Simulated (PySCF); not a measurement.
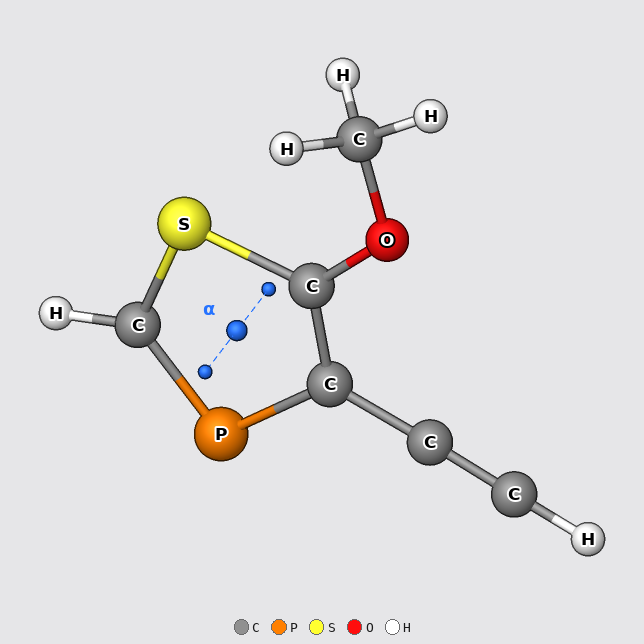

The small points mark where nucleus-independent chemical shifts (NICS) were computed: at the centre of each lettered ring and 1 Å above and below it. The geometry was computed by an optimisation with GFN2-xTB. No frequency run is at hand to confirm it as a minimum. Properties computed with GIAO PBE0/pcSseg-1 NMR shielding, non-relativistic, gas phase (PySCF 2.14.0).

Give NICS(0), NICS(1) and the out-of-plane component NICS(1)zz for each ring (means of the two sides).

```
ring  members  NICS(0)  NICS(1)  NICS(1)zz
   α     C3PS    −11.5    −10.2      −20.7
```

Values in ppm.

Question. What do the values say about the ring currents?

Answer. Ring α: diatropic, as in an aromatic ring. NICS is one index among several.

The geometry is semi-empirical. Around P such bond lengths and angles can be off by a tenth of an ångström or more and by several degrees, and values that hang on the shape move with them.
